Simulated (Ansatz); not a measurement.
The crystal is Diamond (Fd-3m, 2 atoms a cell).

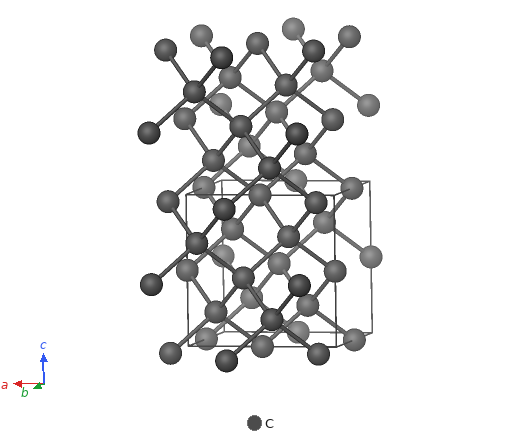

The structure (carbon dark grey). 1×2×2 conventional cells are drawn. Some periodic images of atoms are drawn too.

```xyz
2
Lattice="0.0000 1.7834 1.7834 1.7834 0.0000 1.7834 1.7834 1.7834 0.0000" Properties=species:S:1:pos:R:3 pbc="T T T"
C     0.0000    0.0000    0.0000
C     0.8917    0.8917    0.8917
```

The cell and positions come from the Crystallography Open Database and are kept as given unless a step says otherwise.

Gaps computed with Ansatz 0.2.0 without a self-energy: PBE 4.14 eV and PBE0 6.04 eV. The mean ε∞ by PBE perturbation theory is 5.84.

Estimate the G0W0@PBE gap with 8×8×8 mesh, 72 empty bands, screening to 200 eV, PAW set soft_1 files.

About 5.47 eV: on its mesh the run moves the gap from 4.14 eV by +1.33 eV. Among the scalar-relativistic levels given, PBE0 is nearest (+0.57 eV). One-shot corrections scale roughly with one over ε∞, here 0.17. Bands and cutoff are finite, so the gap is not at the basis limit. The miss can reach some tenths of an eV and take either sign; the mesh is an error of its own.

[Paths, hosts, dates, memory and timing lines, banners, echoed tables and standing remarks are left out of the program output.]

[Logs are printed without paths, hosts, clocks, repeated set-up lines and the standing remarks that a program may print on its own settings, such as how far it seeks lower states.]

[Runs of the session that timed out or met a known fault of the program may be left out.]

[Cells called generated may have been cut or substituted from an entry of the Crystallography Open Database or the Materials Project.]

[Hosts, paths, dates, database ids (printed as entryN), source tags and the programs' standing remarks are cut or masked in the printed files.]
